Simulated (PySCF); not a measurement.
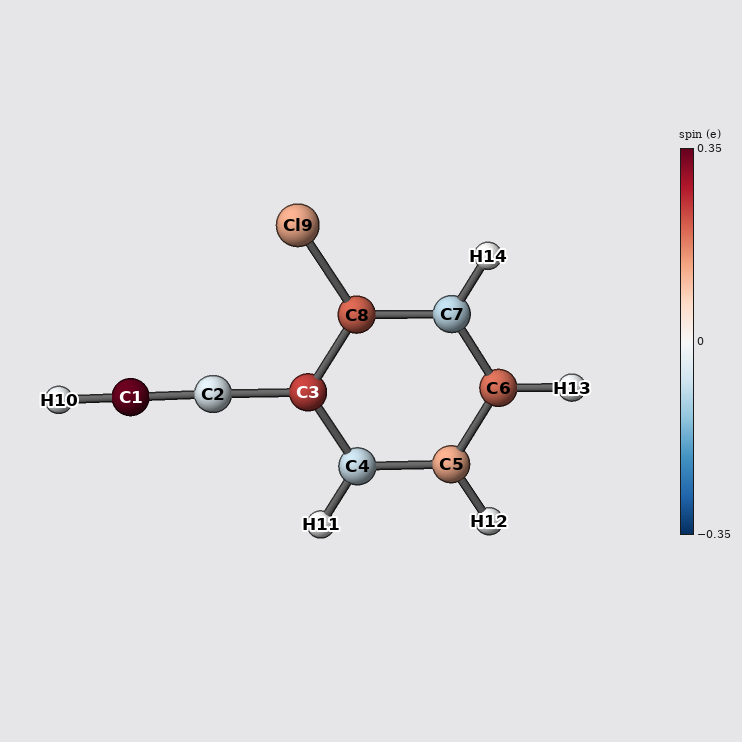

Atoms are coloured by their Mulliken spin populations. Charge +1, doublet. The computed structure is the end point of a GFN2-xTB optimisation. No frequency run is at hand to confirm it as a minimum. Level of theory: UKS B3LYP, pcH-1 on C Cl H, non-relativistic (PySCF 2.14.0).

Question: Which atom carries the largest spin population?

Answer: C1 (0.35 e).

Question: Which atom has the lowest spin population?

Answer: C7 (−0.09 e); a negative value comes from spin polarisation.

List the Mulliken spin populations.

```csv
atom,value (e)
C1,0.35
C2,−0.04
C3,0.24
C4,−0.08
C5,0.13
C6,0.19
C7,−0.09
C8,0.20
Cl9,0.13
H10,−0.01
H11,0.00
H12,−0.01
H13,−0.01
H14,0.00
```

Mulliken values depend strongly on the basis set.
